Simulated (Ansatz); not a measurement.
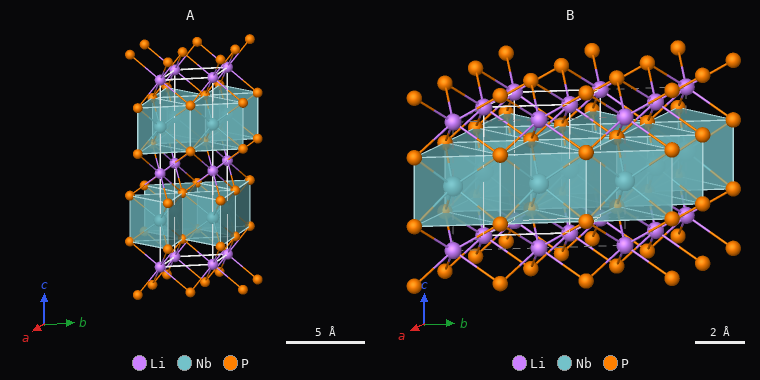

Two structures of LiNbP₂, each relaxed to rest (conventional cells in solid outline, small ones repeated, not to one scale). Method: DFT PBE, scalar-relativistic, plane waves, PAW (Ansatz 0.2.0), without spin polarisation.

> Give the type and space group of each.

A: 8 atoms a cell on a primitive hexagonal lattice, P6_3/mmc. B: 4 atoms a cell on a primitive hexagonal lattice, P-6m2.

> Which structure wins energetically, and by what margin?

B is lower, by 95 meV/atom at this level of theory (energies at zero smearing). Volumes: A 16.4, B 15.5 Å³/atom.

One or both may be structure types tried for this composition rather than known phases.
